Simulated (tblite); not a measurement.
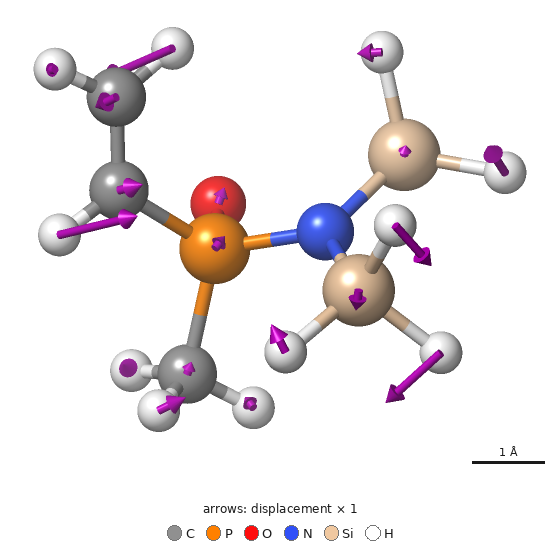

A relaxation of C$_{3}$H$_{12}$NOPSi$_{2}$. The starting structure is drawn; purple arrows show the displacements, at their true length. The two geometries are superimposed by the best rigid fit.

A ball-and-stick model, seen face on.

Theory: GFN2-xTB geometry optimisation, gas phase (tblite 0.8.0). 

Which element moves most?

Answer. Hydrogen: up to 1.49 Å, against 0.46 Å for carbon.

What did the optimiser do to the structure, and how much energy did it gain?

Answer. Over 238 geometry steps the energy falls by 0.827 eV. The largest moves after the best rigid fit, 1.49 Å, are those of H atoms. By element the largest moves are H 1.49 Å, C 0.46 Å, Si 0.33 Å, P 0.25 Å, O 0.25 Å, N 0.09 Å. Among the contacts that change: O–P 1.534 → 1.464 Å, C–H 1.122 → 1.089 Å, H–Si 1.493 → 1.461 Å, C–P 1.784 → 1.816 Å. Among the angles between lasting bonds that change: C–P–N 115.8° → 104.2°, N–Si–H 113.9° → 103.4°, C–P–O 104.4° → 112.7°. Groups turn about C–P by about 60°, N–Si by about 35°, N–Si by about 25°. The run took 2.7 s on 1 thread of Arm Neoverse V1, with other jobs on the host.
